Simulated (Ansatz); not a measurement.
# Ga (Ga, alpha-Ga (Cmce)): the cost of one run

Computed with Ansatz 0.2.0 (DFT LDA, plane waves with PAW, scalar-relativistic, unless a step says otherwise).

### 1 The starting structure

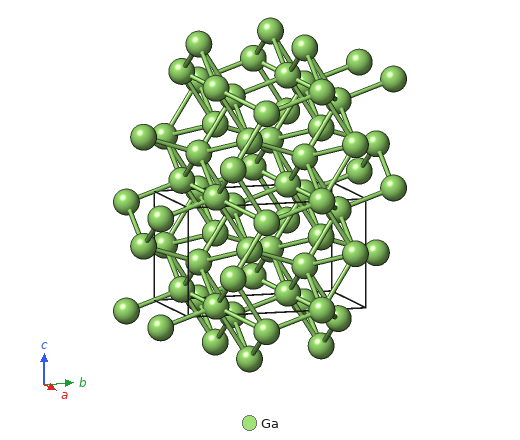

The structure, seen slightly off an axis (gallium green). 1×1×2 conventional cells are drawn; the run uses a primitive one. Any atoms on the faces are drawn again on the opposite ones, and bonded neighbours outside are added.

Structure file:

```cif
data_structure
_symmetry_space_group_name_H-M 'Cmce'
_symmetry_Int_Tables_number 64
_cell_length_a 4.4358
_cell_length_b 7.4838
_cell_length_c 4.4250
_cell_angle_alpha 90.000
_cell_angle_beta 90.000
_cell_angle_gamma 90.000
_cell_volume 146.89
loop_
_atom_site_label
_atom_site_type_symbol
_atom_site_symmetry_multiplicity
_atom_site_Wyckoff_symbol
_atom_site_fract_x
_atom_site_fract_y
_atom_site_fract_z
_atom_site_occupancy
Ga1 Ga 8 f 0.50000 0.65564 0.08594 1
```

### 2 Run at 0.01 eV

The run at 0.01 eV.

Contents of input.yaml:

```yaml
crystal:
  lattice:
    - [2.2178908173, -3.7419137528, 0.0]
    - [2.2178908173, 3.7419137528, 0.0]
    - [0.0, 0.0, 4.4249628129]
  atoms:
    - { symbol: Ga, position: [0.8443628362, 0.1556371638, 0.0859373133] }
    - { symbol: Ga, position: [0.6556371638, 0.3443628362, 0.5859373133] }
    - { symbol: Ga, position: [0.1556371638, 0.8443628362, 0.9140626867] }
    - { symbol: Ga, position: [0.3443628362, 0.6556371638, 0.4140626867] }
hamiltonian:
  xc: lda
  pseudopotentials:
    kind: paw
    azcp:
      Ga: "pseudopotentials/Ga.paw.azcp"
basis:
  ecutwfc: 420
  fft_grid_basis: typed
kpoints:
  mp_grid: { grid: [8, 8, 7], shift: [0, 0, 0] }
magnetization:
  spin_polarized: false
scf:
  occupations: { method: fermi_dirac, width: 0.01 }
  lower_state_search: "off"
output:
  stress: true
```

Started as:

```sh
$ ansatz run input.yaml --threads 2 --pin off --max-ram 5120MiB --backend cpu --events-out ev --progress --plain --runs-dir out
```

**Question.** How long does this run take on 2 threads of Arm Neoverse V2, shared host, and how much memory does it need?

About 5.3 s, with a peak of 0.4 GiB.
